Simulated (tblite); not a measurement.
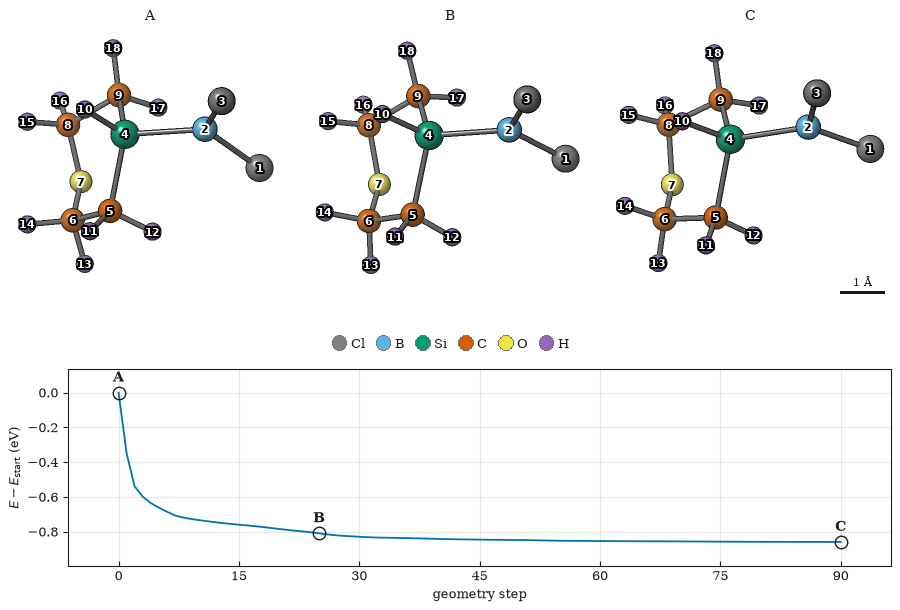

Frames of a relaxation of C₄H₉BCl₂OSi, marked on the history of the run. The picture is a ball-and-stick view, seen from a free direction.

Level of theory: tblite, GFN2-xTB geometry optimisation, gas phase. 

Q: What happens along the run?

A: Over 90 geometry steps the energy falls by 0.859 eV. Cl1 moves most after the best rigid fit: 0.65 Å. By element the largest moves are Cl 0.65 Å, H 0.63 Å, C 0.23 Å, B 0.22 Å, O 0.21 Å, Si 0.17 Å. Near-neighbour distances that change, for instance: B2–Cl3 1.848 → 1.717 Å, Si4–C5 1.845 → 1.911 Å, B2–Si4 1.945 → 1.986 Å, C6–O7 1.370 → 1.406 Å. Among the angles between lasting bonds that change: C5–Si4–H10 113.8° → 107.2°, B2–Si4–C5 107.5° → 113.9°, Si4–C9–C8 103.4° → 109.6°. Groups turn about C5–C6 by about 25°. The run took 1.6 s on 1 thread of Arm Neoverse N1 (shared host). From step 0 to 25: Cl1 moves most (0.35 Å), energy −0.809 eV. From step 25 to 90: H11 moves most (0.35 Å), energy −0.050 eV.

| step | E − E(0), eV |
| --- | --- |
| 0 | 0.0000 |
| 1 | -0.3491 |
| 2 | -0.5393 |
| 3 | -0.5979 |
| 4 | -0.6347 |
| 5 | -0.6611 |
| 6 | -0.6842 |
| 7 | -0.7057 |
| 8 | -0.7180 |
| 9 | -0.7262 |
| 10 | -0.7330 |
| 14 | -0.7553 |
| 18 | -0.7731 |
| 23 | -0.7986 |
| 27 | -0.8202 |
| 31 | -0.8313 |
| 35 | -0.8358 |
| 39 | -0.8400 |
| 44 | -0.8446 |
| 48 | -0.8469 |
| 52 | -0.8492 |
| 56 | -0.8522 |
| 61 | -0.8539 |
| 65 | -0.8548 |
| 69 | -0.8555 |
| 73 | -0.8563 |
| 77 | -0.8574 |
| 82 | -0.8582 |
| 86 | -0.8585 |
| 90 | -0.8587 |
